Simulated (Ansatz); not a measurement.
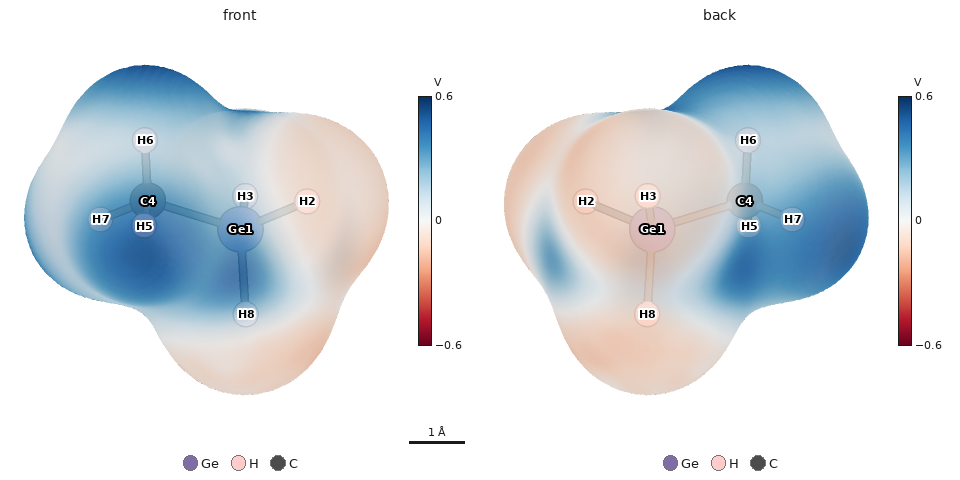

*CH$_{6}$Ge. The molecular electrostatic potential painted on the density surface at 0.001 e/bohr³, seen from the front and from behind; the colour scale runs from red (negative) to blue (positive).*

Theory: RKS PBE-D4/def2-SVP in Ansatz 0.2.0.

```yaml
atoms:
  - { symbol: Ge, position_ang: [0.0003, -0.0001, 0.0003] }
  - { symbol: H, position_ang: [-0.2439, -0.1829, 1.5230] }
  - { symbol: H, position_ang: [1.5293, 0.1201, -0.2428] }
  - { symbol: C, position_ang: [-0.9272, 1.6065, -0.6556] }
  - { symbol: H, position_ang: [-2.0195, 1.5088, -0.5030] }
  - { symbol: H, position_ang: [-0.5731, 2.5036, -0.1117] }
  - { symbol: H, position_ang: [-0.7324, 1.7484, -1.7363] }
  - { symbol: H, position_ang: [-0.5185, -1.2642, -0.7375] }
```

**Describe the electrostatic potential map.**

The most negative region (about −0.1 V) lies over H2, H3 and H8, the most positive (about +0.5 V, or +12 kcal/mol for a unit charge) over Ge1, H5, H6 and H7.
